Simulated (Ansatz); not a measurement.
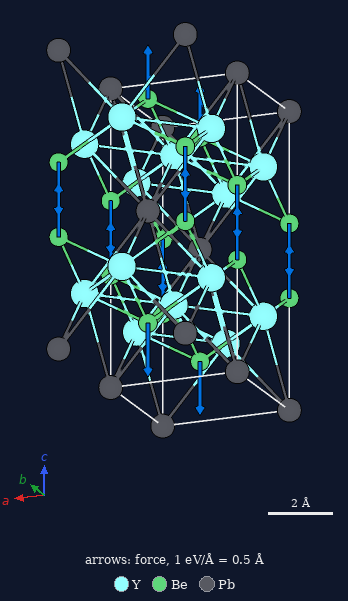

Starting geometry of solid Y₂Be₂Pb (a generated structure, set up in I4/mmm) (coarse preliminary run) with the computed forces as blue arrows. Style: ball-and-stick. Shown: the conventional cell (2 times the calculation's cell), repeated 1 × 2 × 1 with one cell outlined, from a free direction. Lengths and directions refer to the drawn axes.

These are results of DFT PBE, scalar-relativistic, plane waves, PAW in Ansatz 0.2.0, not measurements. (plane-wave cutoff 420 eV; k-point mesh 6 × 6 × 6; occupations gaussian; smearing width 0.1 eV; no spin polarisation; cell and atoms relaxed; force threshold 0.04 eV/Å; at most 70 steps)

### Is this structure relaxed? If not, where do the atoms go?

It isn't relaxed: the largest force vector, on Be atoms, is 3.66 eV/Å. The atoms end up moving mostly along the starting forces (cosine between the two patterns 1.00). Over 5 accepted moves (6 points after the start) the energy falls by 449 meV per atom. Largest force component: 3.7 eV/Å at the start, under 0.0001 eV/Å at the end. Pressure: 19.01 GPa at the start and 0.02 GPa at the end. At 1 point the geometry stayed and the basis and grid were re-selected for the new cell (energy shift of 0.5 meV per atom at most each time). The largest moves relative to the cell, 0.33 Å, are those of Be atoms. Y and Pb stay in place. The drawn cell changes as follows: a = b 4.338 → 4.616 Å (+6.4 %), c 9.931 → 10.774 Å (+8.5 %); the volume changes by +22.8 %. Among the contacts that change: Be–Be 2.483 → 2.027 Å, Be–Y 2.499 → 2.855 Å, Pb–Y 3.297 → 3.547 Å, Y–Y 3.067 → 3.264 Å. New bonds form: Be–Be (2.48 → 2.03 Å). Among the angles between lasting bonds that change: Y–Be–Y 120.4° → 107.9°, Y–Be–Y 75.7° → 69.7°. The space group stays I4/mmm (No. 139). Cost: 16 s on 1 thread of Intel(R) Xeon(R) 6975P-C (Granite Rapids), with other jobs on the host, peak memory 0.55 GiB.
